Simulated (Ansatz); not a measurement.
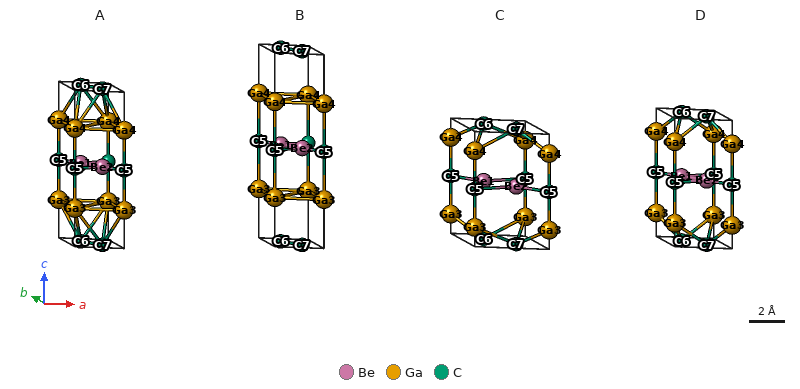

4 geometries from one relaxation of solid Be₂Ga₂C₃ (a generated structure, set up in P6/mmm) (coarse preliminary run), in shuffled order. Style: ball-and-stick. Shown: the cell of the calculation, slightly off an axis.

All numbers below come from DFT PBE, scalar-relativistic, plane waves, PAW (Ansatz 0.2.0). (plane-wave cutoff 420 eV; k-point mesh 6 × 6 × 4; occupations gaussian; smearing width 0.1 eV; no spin polarisation; cell and atoms relaxed; force threshold 0.04 eV/Å; at most 70 steps)

Order the frames from highest to lowest energy.

Answer. C, D, A, B. They are steps 0, 5, 10, 23, at +10.331 eV per cell of the calculation, +5.167 eV per cell of the calculation, +1.770 eV per cell of the calculation relative to the last. Over 19 accepted moves (23 points after the start) the energy falls by 10.331 eV per cell of the calculation. The largest force component goes from 2.7 to 0.0047 eV/Å. The pressure goes from −15.99 to 0.21 GPa. The line search rejected the trial step at point 12 of the run. At 3 points the geometry stayed and the basis and grid were re-selected for the new cell (energy shift of 0.763 eV per cell of the calculation at most each time). The largest moves relative to the cell, 0.96 Å, are those of Ga3 and Ga4. Ga4 goes along −c. Be and C stay in place. Cell: a = b 4.345 → 2.874 Å (−33.9 %), c 6.705 → 11.280 Å (+68.2 %). Volume −26.4 %. Among the contacts that change: Ga3–Ga4 2.241 → 5.700 Å, Ga3–Ga3 4.345 → 2.874 Å, C6–C7 2.509 → 1.659 Å, Be1–C5 2.509 → 1.659 Å. New bonds form: Be1–Be2 (2.51 → 1.66 Å), C6–C7 (2.51 → 1.66 Å). Bonds break: Ga3–Ga4 (2.24 → 5.70 Å). The space group stays P6/mmm (No. 191). The run took 2.1 min on 1 thread of Intel(R) Xeon(R) Platinum 8259CL CPU @ 2.50GHz (Skylake/Cascade Lake), on a shared host, peak memory 0.51 GiB.
